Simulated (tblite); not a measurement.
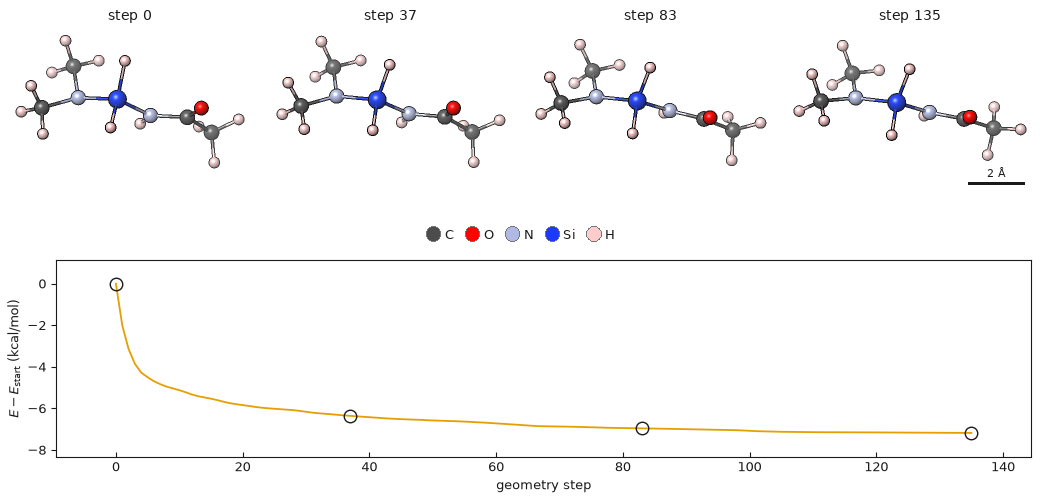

Frames of a relaxation of C4H12N2OSi, marked on the history of the run. The picture is a ball-and-stick view, seen from a free direction.

These are results of GFN2-xTB geometry optimisation, gas phase in tblite, not measurements. 

Q: What happens along the run?

A: Over 135 geometry steps the energy falls by 7.18 kcal/mol. An H atom moves most after the best rigid fit: 0.92 Å. Largest moves by element: H 0.92 Å, O 0.53 Å, C 0.33 Å, N 0.23 Å, Si 0.14 Å. Among the contacts that change: O–Si 3.044 → 2.709 Å, C–N 1.477 → 1.444 Å, H–Si 1.485 → 1.456 Å, C–O 1.240 → 1.215 Å. Among the angles between lasting bonds that change: Si–N–H 114.4° → 126.4°, N–Si–H 107.6° → 115.9°, C–N–Si 121.7° → 114.0°. Groups turn about C–C by about 25°, N–Si by about 20°. From step 0 to 37: O and H atoms move most (0.29 Å), energy −6.36 kcal/mol. From step 37 to 83: O and H atoms move most (0.37 Å), energy −0.59 kcal/mol. From step 83 to 135: an H atom moves most (0.46 Å), energy −0.23 kcal/mol.
